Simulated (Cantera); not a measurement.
Charge: 1 mol BN, 6 mol HCl, 39 mol N2, held at 0.170 bar.

These are equilibrium values from Cantera (NASA tables, ideal gas, pure condensed phases), not measurements of a reactor. Candidate condensed phases: B, BN, NH4Cl; 21 gas species. The tables' values for BCl2, BCl are old estimates; treat these amounts as uncertain. Gases not in the tables: BHCl2. The numbers say what is thermodynamically allowed, not how fast it happens.

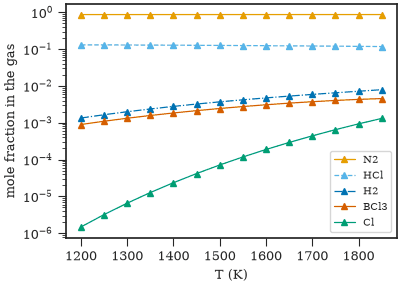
Figure. Equilibrium gas composition (values under 1e-9 drawn at 1e-9)

Problem. Read off the mole fractions at 1250 K.

Solution. N2 about 0.87, HCl about 0.13, H2 about 0.0017, BCl3 about 0.0011, Cl about 3.2e-6.
